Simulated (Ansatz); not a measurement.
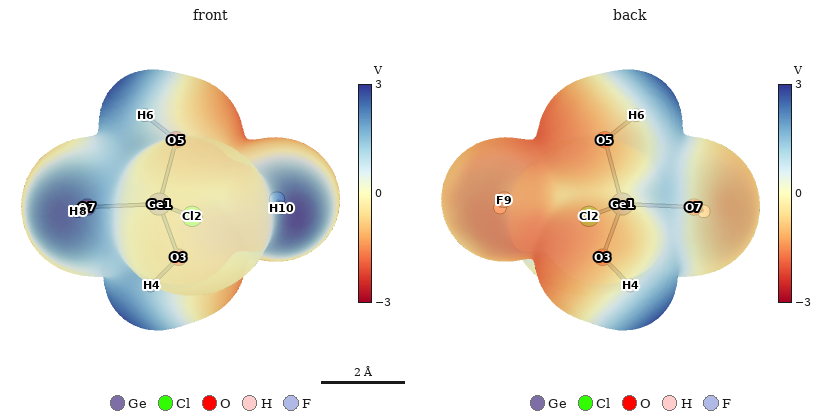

The picture shows: ClGeH$_{3}$O$_{3}$···HF. The molecular electrostatic potential painted on the density surface at 0.002 e/bohr³, seen from the front and from behind; red is negative and blue positive.

The calculation used RKS PBE0-D4/def2-SVP in Ansatz.

The calculation's input:

```
crystal:
  periodic: [false, false, false]
  atoms:
    - { symbol: Ge, position_ang: [0.0, 0.0, 0.0] }
    - { symbol: Cl, position_ang: [0.0, 0.0, 2.57] }
    - { symbol: O, position_ang: [1.6691, 0.0, -0.5894] }
    - { symbol: H, position_ang: [1.9855, -0.9521, -0.7061] }
    - { symbol: O, position_ang: [-0.8337, 1.4443, -0.5894] }
    - { symbol: H, position_ang: [-1.7915, 1.2136, -0.8118] }
    - { symbol: O, position_ang: [-0.8337, -1.4443, -0.5894] }
    - { symbol: H, position_ang: [-1.2883, -1.91, 0.183] }
    - { symbol: F, position_ang: [1.0384, 1.566, 0.6243] }
    - { symbol: H, position_ang: [0.7765, 1.1711, 1.7575] }
basis:
  gaussian: { orbitals: def2-SVP }
hamiltonian:
  xc: pbe0
  dispersion: d4
relax:
  f_tol: 0.15
  max_steps: 25
  restrain:
    - { distance: [0, 8], at: 2.88, k: 30.0 }
    - { distance: [9, 1], at: 2.57, k: 30.0 }
    - { distance: [0, 1], at: 2.22, k: 30.0 }
    - { distance: [9, 8], at: 0.92, k: 30.0 }
output:
  orbitals: {}
```

Command:

```sh
ansatz run input.yaml --threads 4 --pin off --max-ram 5120MiB --backend cpu --events-out ev --progress --plain --runs-dir out
```

The fields are those of the run's last geometry, not of the input's.

### Describe the electrostatic potential map.

The most negative region (about −1.9 V) lies over O3, O5 and F9, the most positive (about +2.8 V) over H10.
